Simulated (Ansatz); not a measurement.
```yaml
atoms:
  - { symbol: Tl, position_ang: [-1.1518, -1.0213, 0.0454] }
  - { symbol: Tl, position_ang: [1.0999, 0.4010, 1.0006] }
  - { symbol: F, position_ang: [0.0519, 0.6204, -1.0460] }
```

Geometry: PBE0-D4/def2-TZVP; core potentials replace the inner electrons of Tl.

These are results of UKS PBE0-D4/def2-TZVP (Ansatz 0.2.0), not measurements.

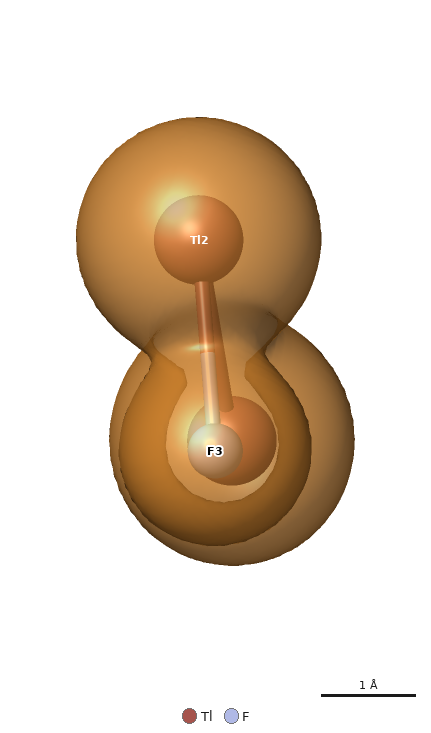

FTl2 (quartet). Isosurface of the electron density at 0.2 e/Å³ (orange), seen at an oblique angle.

**Which contacts does the surface bridge?**

At this value the surface is in one piece. It bridges the sampled Tl–F (2.31 Å) and Tl–Tl (2.83 Å) contacts, where the density stays above the isovalue. On the grid the lowest density along these lines, outside the cores, is 0.38 e/Å³ (Tl–F, 2.31 Å) and 0.31 e/Å³ (Tl–Tl, 2.83 Å).
